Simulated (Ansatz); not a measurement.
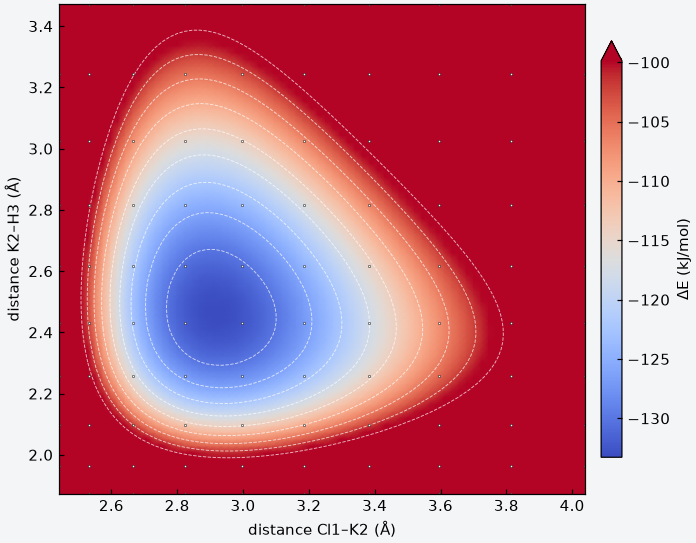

The system Cl⁻ + KH. The first coordinate is: distance Cl1–K2; the second: distance K2–H3. Nothing is relaxed (the angle Cl1–K2–H3 is fixed at 120 degrees). Grid: 10 × 10 points. Points are written as (first, second). Energies: kJ/mol, counted from Cl with charge -1 far from the relaxed KH (each part in its own basis). The restricted reference is unstable at some or all points, so the energies there are unreliable. The calculation used RHF-CCSD(T), frozen core/def2-TZVPD in Ansatz 0.2.0.

Drawn: a smooth colour map with a few white contour lines, dots at the grid points, one colour for all values above the top of the scale. Between grid points the surface is interpolated.

Question: Estimate the position of the minimum and the force constants in these coordinates.

Answer: The interpolated minimum is at distance Cl1–K2 ≈ 2.916 Å, distance K2–H3 ≈ 2.464 Å. The curvatures there are about 2.6 eV/Å² and 1.9 eV/Å², with a cross term of about 0.2 eV/Å². Round the minimum the two coordinates are weakly coupled (coupling 0.09 in units of the two stiffnesses). (1 eV is 96.5 kJ/mol.)
